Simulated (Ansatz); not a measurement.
# AlSiH (triplet): wave-function methods side by side, cc-pVDZ

Aim: climb from Hartree-Fock through coupled cluster and multireference methods for AlSiH (triplet) at one geometry and basis, and see what each rung misses.

Method: cc-pVDZ, core rule «outside noble gas», up to 10 orbitals frozen; program: Ansatz 0.2.0, Gaussian basis.

The runs, in order: UHF; CCSD(T) on ROHF; CCSD(T) on UHF; BCCD(T) on ROHF; CISD as a restricted active space (open shells left free, so some higher excitations enter); CCSDT(Q) on ROHF; CCSDT(Q) on UHF; CASSCF and MRCISD+Q, 8 electrons in 9 orbitals; CASSCF and NEVPT2, 8 electrons in 9 orbitals.

25 further runs of the same task are left out: 4 for a known fault of the program, 6 that didn't finish, 15 set aside as unsound or not needed. Runs told in other sessions of the task aren't counted.

## (1) The system

The geometry is a PBE0/def2-TZVP stationary point (not a proven minimum).

3 atoms, charge 0, spin multiplicity 3.

Atoms are counted from 1 here; the program's logs count them from 0.

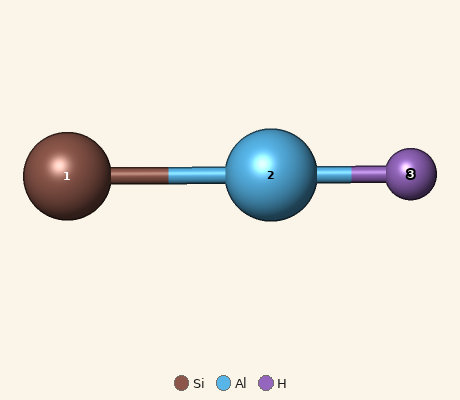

The structure; silicon brown, aluminium blue, hydrogen purple; atoms are numbered from 1 in the order of the file.

## (2) UHF

File in.yaml:

```yaml
crystal:
  periodic: [false, false, false]
  atoms:
    - {symbol: Si, position_ang: [0.000000, 0.000000, 2.088600]}
    - {symbol: Al, position_ang: [0.000000, 0.000000, -0.244867]}
    - {symbol: H, position_ang: [0.000000, 0.000000, -1.843733]}
basis:
  gaussian: {orbitals: cc-pVDZ}
magnetization: {spin_polarized: true, initial_magnetization: 2}
hamiltonian: {xc: hf}
output: {orbitals: {seedname: orbitals}}
```

Launch:

```
> ansatz run in.yaml --threads 1 --pin off --events-out ev --progress --plain --max-ram 2393MiB
```

Further steps of the session: CCSD(T) on ROHF; CCSD(T) on UHF; BCCD(T) on ROHF; CISD as a restricted active space (open shells left free, so some higher excitations enter); CCSDT(Q) on ROHF; CCSDT(Q) on UHF; CASSCF and MRCISD+Q, 8 electrons in 9 orbitals; CASSCF and NEVPT2, 8 electrons in 9 orbitals.

Before running them: what should the planned runs give, taken together? Wanted: UCCSDT(Q) from the RHF energy; RMP2 from UCCSDT(Q); UMP2 from UCCSDT(Q); RCCSD from UCCSDT(Q); RCCSD(T) from UCCSDT(Q); UCCSD(T) from UCCSDT(Q); RCCSDT(Q) from UCCSDT(Q); NEVPT2 valence from UCCSDT(Q); MRCISD+Q valence from UCCSDT(Q).

**Answer**, as computed:

```
                         quantity                                        value
    UCCSDT(Q) from the ROHF energy                                   -4.3146 eV
              RMP2 from UCCSDT(Q)                                  +1051.5 meV
              UMP2 from UCCSDT(Q)                                  +1085.5 meV
             RCCSD from UCCSDT(Q)                                   +226.2 meV
          RCCSD(T) from UCCSDT(Q)                                    +56.3 meV
          UCCSD(T) from UCCSDT(Q)                                    +57.2 meV
         RCCSDT(Q) from UCCSDT(Q)                                     +0.9 meV
    NEVPT2 valence from UCCSDT(Q)                                   +728.0 meV
  MRCISD+Q valence from UCCSDT(Q)                                     +7.5 meV
levels within 1 kcal/mol (43 meV)  RCCSDT, UCCSDT, RCCSDT(Q), MRCISD+Q valence
                    T1 diagnostic                                        0.025
   effectively unpaired electrons                                         2.05
```

In words: RCCSD(T) misses by +56.3 meV, 1.3 % of the correlation energy. One determinant dominates. Of the multireference levels listed MRCISD+Q valence comes nearest in total energy (+7.5 meV), which doesn't show that its space is the better one. These misses are within one basis, not against nature; the frozen cores of restricted and unrestricted runs differ, which can shift their rows.

With open shells the CI space here admits some higher excitations, so it is larger than plain CISD.
